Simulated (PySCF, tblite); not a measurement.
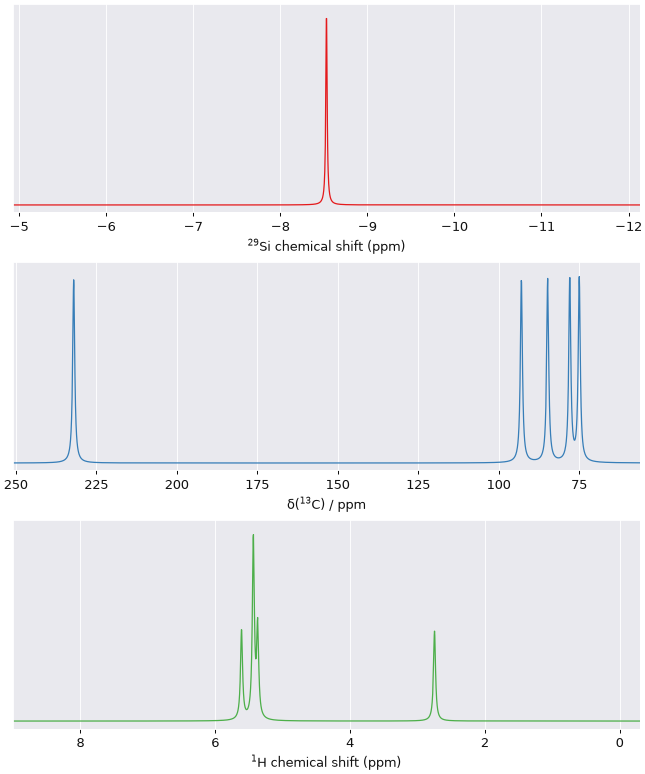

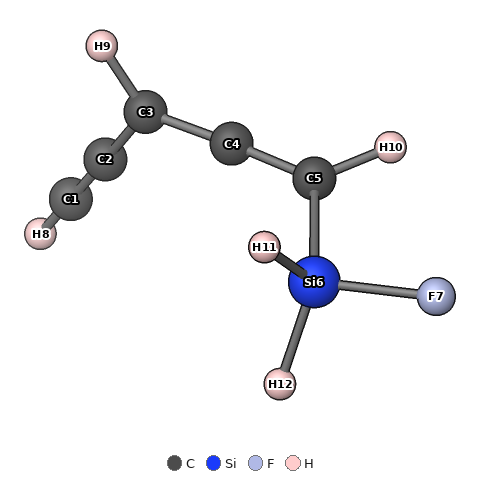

Spectrum and numbered structure of C₅H₅FSi, SMILES C#CC=C=C[SiH2]F. GIAO shifts, PBE0/pcSseg-1, PySCF, at a GFN2-xTB geometry (a minimum by its frequencies), against TMS for ²⁹Si, TMS for ¹³C and TMS for ¹H computed at the same level. Gas phase, fully decoupled, line heights follow the number of nuclei, widths are arbitrary (no quadrupolar broadening); values of one conformer, averaged over methyl-type rotors and exact or near symmetry; other conformers aren't averaged in.

**Where does the ²⁹Si line lie?**

At −8.5 ppm (Si6).

**Which atoms give which ¹³C line?**

| δ (ppm) | nuclei | atoms |
| --- | --- | --- |
| 232.0 | 1 | C4 |
| 92.9 | 1 | C1 |
| 84.8 | 1 | C5 |
| 77.9 | 1 | C2 |
| 75.0 | 1 | C3 |

**Assign the ¹H signals to the numbered atoms.**

```csv
δ (ppm),nuclei,atoms
5.61,1,H10
5.43,2,"H11, H12"
5.37,1,H9
2.75,1,H8
```

The order of signals that lie close, as those under 0.08 ppm apart, is within the error of the method.

Note: the tight-binding geometry is rougher than a DFT one and adds to the error.
